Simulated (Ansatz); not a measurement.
# SiC, pressure series

Consider SiC in the zinc blende structure (space group F-43m, No. 216).

```xyz
2
Lattice="0.0000 2.1899 2.1899 2.1899 0.0000 2.1899 2.1899 2.1899 0.0000" Properties=species:S:1:pos:R:3 pbc="T T T"
C      3.2848     3.2848     3.2848
Si     0.0000     0.0000     0.0000
```

Cell and atoms are relaxed at each pressure.

Calculations: plane-wave PAW DFT at the PBE level (Ansatz, a first-principles code, 420 eV), spin-orbit coupling left out, earlier PAW set.

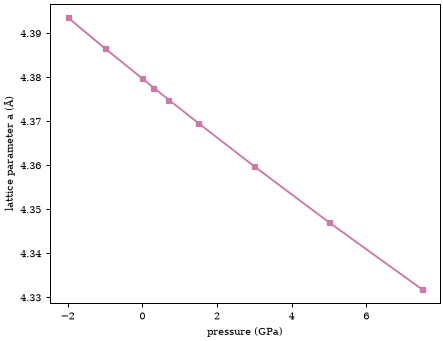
Figure: Lattice parameter a against pressure

Question: From the plot, what is the lattice parameter a for pressure 3 GPa?

Answer: About 4.360 Å.

Question: Is the trend monotonic over the range shown?

Answer: Yes, it falls throughout, spanning 4.332 Å to 4.394 Å.

Load acts through the strain it causes; cell and atoms are relaxed under it. Whether these cells are dynamically stable was not tested. No other phases were tried under pressure.
